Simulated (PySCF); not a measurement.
# C₄H₂NOP, SMILES `N#Cc1cocp1`: electronic structure

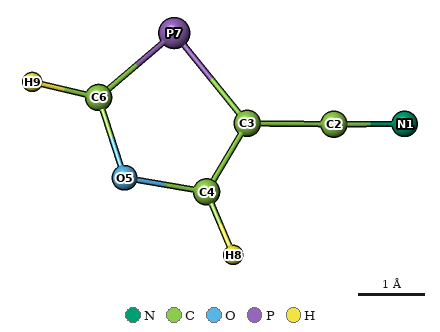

The molecule, with its atoms numbered as below. No frequency check shows the geometry to be a minimum.

Coordinates in Å:

```
N1      -3.0606    0.0037    0.0000
C2      -1.9161    0.0731    0.0000
C3      -0.5157    0.1361    0.0000
C4       0.2097    1.2970    0.0000
O5       1.5233    1.1397    0.0000
C6       1.8628   -0.1552    0.0000
P7       0.5755   -1.2804    0.0000
H8      -0.1582    2.3082    0.0000
H9       2.9207   -0.3514    0.0000
```

Part 1: Localised orbitals

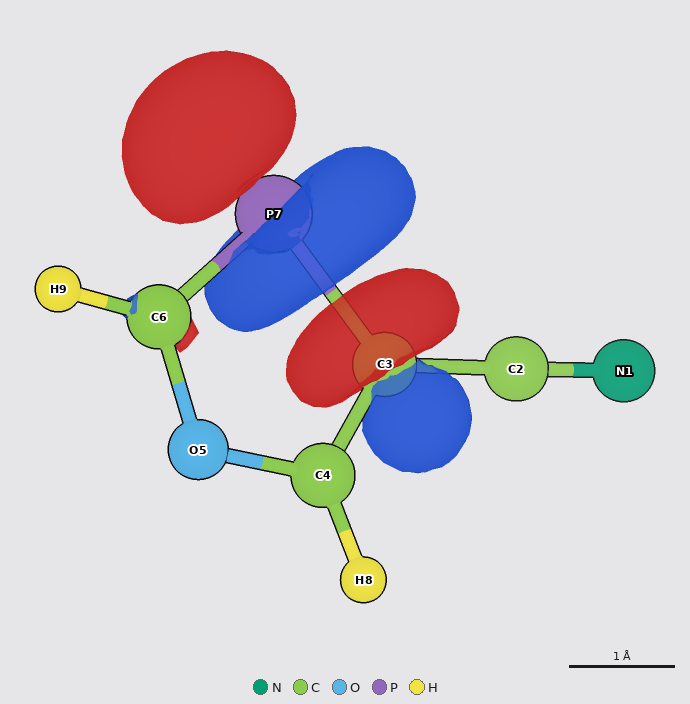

Intrinsic bond orbitals (IBO), occupied and valence-virtual; each surface holds about 80 % of the orbital's density. Energies are diagonal elements of the Fock matrix.

PySCF calculation, r2SCAN/def2-SVP, gas phase; geometry: GFN2-xTB.

> What does this orbital represent?

σ* orbital P7–C3 (P7 60 %, C3 39 %; 4.3 eV).

Part 2: Magnetic shielding

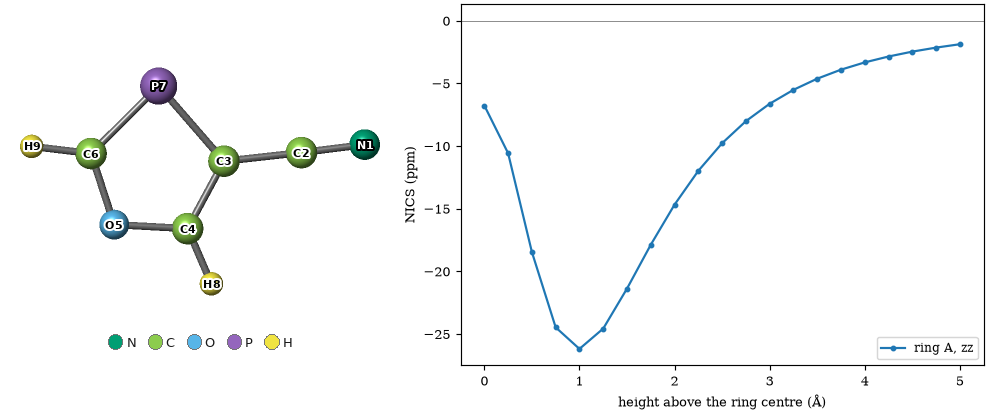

GIAO NICS scans along the ring normals; ring A: 5-membered ring C3/C4/O5/C6/P7.

Level of theory: PBE0/def2-SVP (PySCF), at a geometry from GFN2-xTB.

> What does each scan say about the ring current?

Ring A is strongly diatropic (aromatic): NICSzz reaches −26.2 ppm at 1.00 Å; NICS(0) = −12.9, NICS(1) = −11.2, NICS(1)zz = −26.2 ppm.

Part 3: The π system

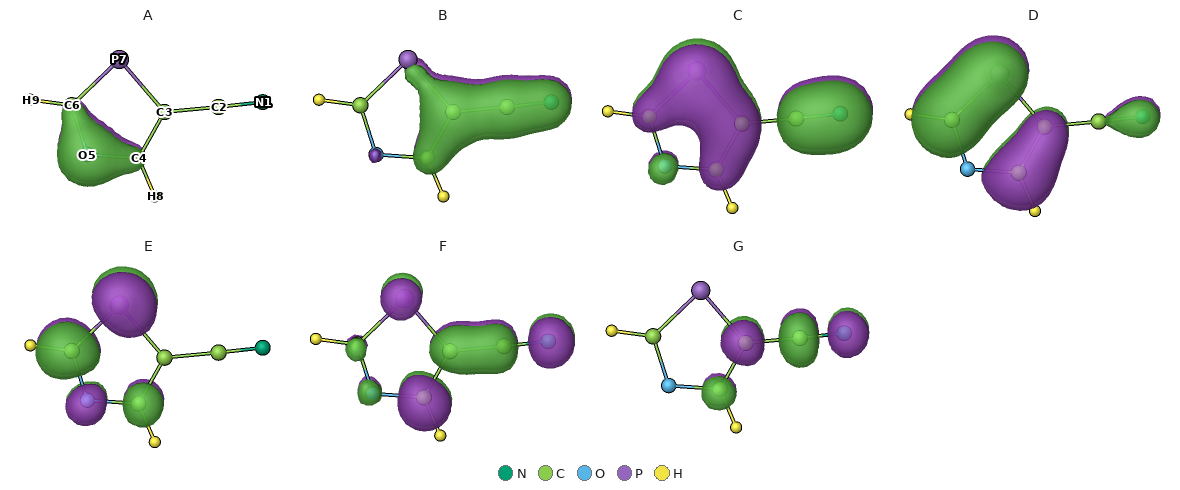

Natural orbitals of the π active space, CASSCF(8,7), singlet state, in order of falling occupation. The active space holds only one of the two perpendicular π systems.

Method: def2-SVP basis; geometry: GFN2-xTB; program: PySCF.

> What are the natural occupation numbers?

A 1.99, B 1.95, C 1.93, D 1.90, E 0.10, F 0.09, G 0.05.

> How multiconfigurational is the state?

The leading determinant weighs 0.89; the effective number of unpaired electrons, Σ n²(2−n)², is 0.13; the most occupied of the weakly occupied orbitals holds 0.10 e, as in an ordinary closed-shell π system. The active space lowers the energy by 2.16 eV against Hartree–Fock.

> Where does the lowest triplet lie relative to the singlet, at this geometry and within this active space?

3.78 eV above it by strongly contracted NEVPT2 (+3.23 eV by CASSCF); a small basis tends to put such gaps a few tenths of an eV too high. This is a vertical energy for π states alone; a state that uses lone pairs or σ orbitals may lie lower.

The PySCF runs shown took 31 s, 24 s and 60 s on 1 thread of Arm Neoverse V2, with other jobs on the host.
